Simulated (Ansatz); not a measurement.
# CH2P2 (SMILES P#CP): the electronic atomisation energy, rung by rung

CH2P2 has 5 atoms, charge 0, and is taken as a singlet. As SMILES, `P#CP`. The coordinates come from a GFN2-xTB relaxation.

Quantity: the electronic atomisation energy, in eV. The values are calculated. Electronic energies at fixed atoms, without zero-point motion or spin-orbit coupling.

```tsv
level	kind	program	value (eV)	less FCI/STO-3G	CPU time (all runs)
BLYP/STO-3G	GGA	Ansatz	20.91	+3.65	2.2 s
BHLYP/STO-3G	global hybrid	Ansatz	18.49	+1.23	1.8 s
r2SCAN0/STO-3G	hybrid meta-GGA	Ansatz	19.06	+1.80	5.4 s
wB97M-V/STO-3G	range-separated hybrid	Ansatz	20.79	+3.53	27 s
RPA@PBE/STO-3G	RPA	Ansatz	16.87	-0.39	2.9 s
MP2/STO-3G	perturbation theory	Ansatz	17.14	-0.12	0.27 s
CCSD/STO-3G	coupled cluster or CI	Ansatz	17.10	-0.16	0.35 s
CCSDT/STO-3G	coupled cluster or CI	Ansatz	17.17	-0.09	0.86 s
FCI/STO-3G	exact in the basis	Ansatz	17.26	0.00	54 s
```

FCI/STO-3G is exact within its basis and frozen core, so for wave-function methods in that basis the difference is their error; functionals converge differently with the basis, so for them it is only a difference. The values span 16.87 to 20.91 eV. All rows use very small basis sets, so none should be taken for the real molecule's value. In so small a basis fixed costs decide the times, and correlated methods can beat functionals. CPU times are rough (shared hosts, several kinds of processor and program).

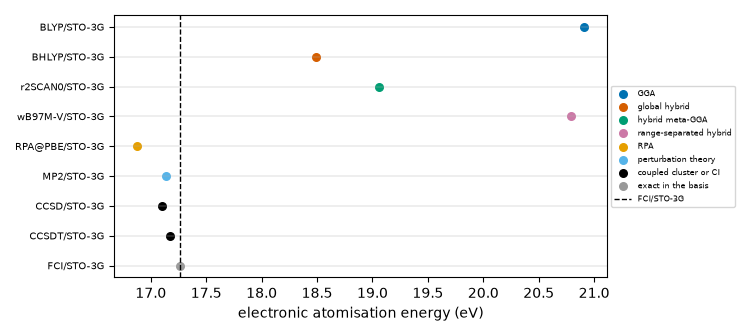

The values of the table, level by level.
